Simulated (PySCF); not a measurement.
## Electronic structure of C4H8F2O2Si in real space

```yaml
atoms:
  - { symbol: F, position_ang: [-0.3549, 0.9413, 1.4772] }
  - { symbol: C, position_ang: [-0.6931, 1.4497, 0.2410] }
  - { symbol: C, position_ang: [-1.1013, 0.3297, -0.6891] }
  - { symbol: O, position_ang: [-2.2774, -0.2921, -0.2050] }
  - { symbol: Si, position_ang: [-1.8812, -1.6746, 0.6592] }
  - { symbol: O, position_ang: [-0.2907, -1.7769, 0.1353] }
  - { symbol: C, position_ang: [-0.0458, -0.7994, -0.8534] }
  - { symbol: C, position_ang: [1.3924, -0.3425, -0.7289] }
  - { symbol: F, position_ang: [1.6383, 0.6360, -1.6654] }
  - { symbol: H, position_ang: [-1.5427, 2.1390, 0.3697] }
  - { symbol: H, position_ang: [0.1696, 1.9995, -0.1679] }
  - { symbol: H, position_ang: [-1.3114, 0.7814, -1.6729] }
  - { symbol: H, position_ang: [-1.9497, -1.5365, 2.1354] }
  - { symbol: H, position_ang: [-2.7235, -2.8099, 0.1971] }
  - { symbol: H, position_ang: [-0.1852, -1.2451, -1.8572] }
  - { symbol: H, position_ang: [1.5730, 0.0592, 0.2803] }
  - { symbol: H, position_ang: [2.0724, -1.1904, -0.9046] }
```

Geometry: PBE0-D3(BJ)/def2-SVP.

Level of theory: PySCF, PBE0/pcSseg-1, SCF density, gas phase, non-relativistic.

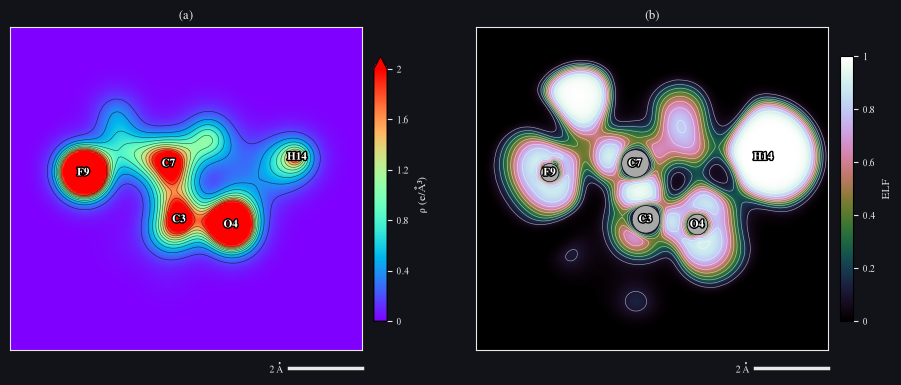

Figure 1. (a) total electron density; (b) ELF on the plane of atoms O4, C3 and C7. Grey discs cover the atomic cores in the ELF map.

Q: Describe what can be read from this map.

A: The section cuts through C, O, F and H sites.
C–O (1.42 Å): ρ at the midpoint is about 2 e/Å³, with its minimum of 1.7 e/Å³ about 0.5 Å from C; the ELF peaks at about 0.85 between the atoms, as expected for a shared but strongly polarised pair.
C–C (1.55 Å): ρ at the midpoint is about 1.6 e/Å³; the ELF peaks at about 0.95 between the atoms (a shared electron pair).
The ELF also peaks beside O4, F9 and O6, away from the bonds: lone-pair regions.

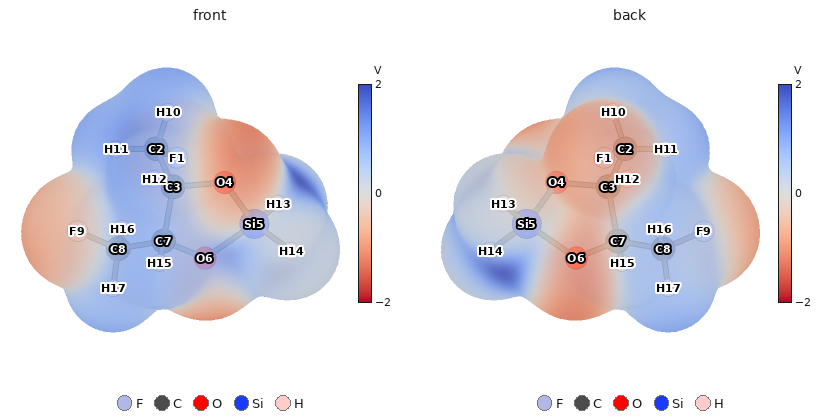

Figure 2. The electrostatic potential painted on the density surface at 0.002 e/bohr³, seen from the front and from behind; the colour scale runs from red (negative) to blue (positive).

Q: Describe the electrostatic potential map.

A: The most negative region (about −1.2 V) lies over O4 and O6, the most positive (about +1.8 V) over Si5.

Q: What dipole moment does the calculation give?

A: Its dipole moment is 0.69 D.
